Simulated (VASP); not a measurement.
Band structure of Cu (fcc). These are RPBE GGA, VASP's PBE PAW potentials (set 64) (plane waves; VASP 6.6.1) values and carry that method's errors.

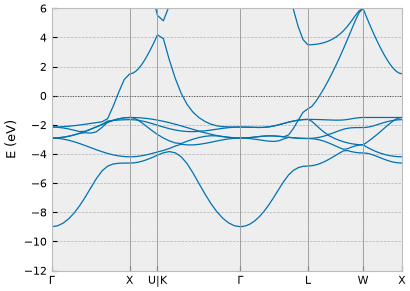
Bands along high-symmetry lines, zero at the valence-band maximum or, without a gap, the Fermi level

Read the plot: is there a gap, and where are the band edges?

It has no gap at this level: it comes out as a metal or semimetal. (Edges off the drawn lines would not show.)

The compound is Cu in the fcc structure. It was relaxed first, which changed the volume by +6 %.
